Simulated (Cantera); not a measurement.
Charge: 1 mol FeS, 0.9 mol H2S, 0.12 mol H2O, held at 1600 Pa.

These are equilibrium values from Cantera (NASA tables, ideal gas, pure condensed phases), not measurements of a reactor. Candidate condensed phases: Fe, FeO, Fe(OH)2, Fe(OH)3, FeS, FeSO4, FeS2, Fe2O3, Fe2(SO4)3, Fe3O4, H2O, H2SO4, S; 22 gas species. FeS: taken at fixed stoichiometry. Gases not in the tables: S3 to S7. Rates play no part.

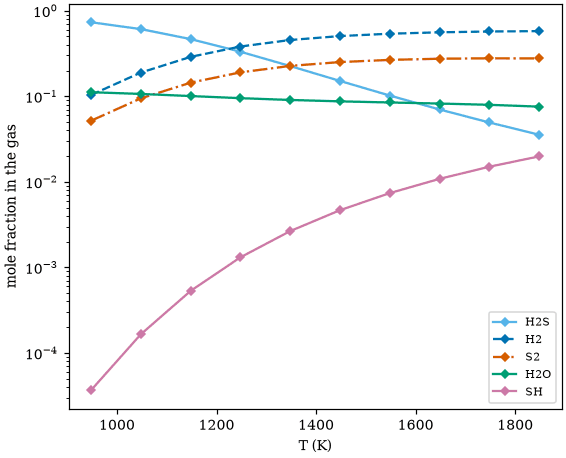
Figure: Equilibrium gas composition (values under 1e-9 drawn at 1e-9)

**Question.** Read off the mole fractions at 1848 K.

**Answer.** H2 about 0.58, S2 about 0.28, H2O about 0.076, H2S about 0.036, SH about 0.020.
